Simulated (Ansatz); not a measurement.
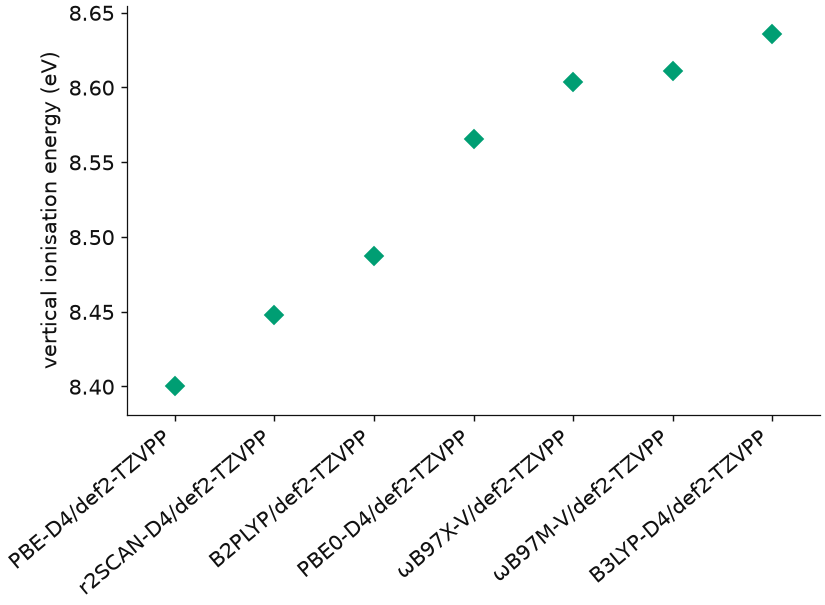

Vertical ionisation energy of C₃H₃NO, SMILES CN=C=C=O, taken as the energy of the cation less that of the neutral at fixed geometry (unrestricted doublet cation, cores frozen in correlated methods, no spin-orbit coupling), the Ansatz code, at a PBE0-D4/def2-TZVP geometry (a minimum by its frequencies).

> What range do the values span?

From 8.40 eV (PBE-D4/def2-TZVPP) to 8.64 eV (B3LYP-D4/def2-TZVPP).

> Give the values.

```csv
level,eV
PBE-D4/def2-TZVPP,8.40
r2SCAN-D4/def2-TZVPP,8.45
B2PLYP/def2-TZVPP,8.49
PBE0-D4/def2-TZVPP,8.57
ωB97X-V/def2-TZVPP,8.60
ωB97M-V/def2-TZVPP,8.61
B3LYP-D4/def2-TZVPP,8.64
```
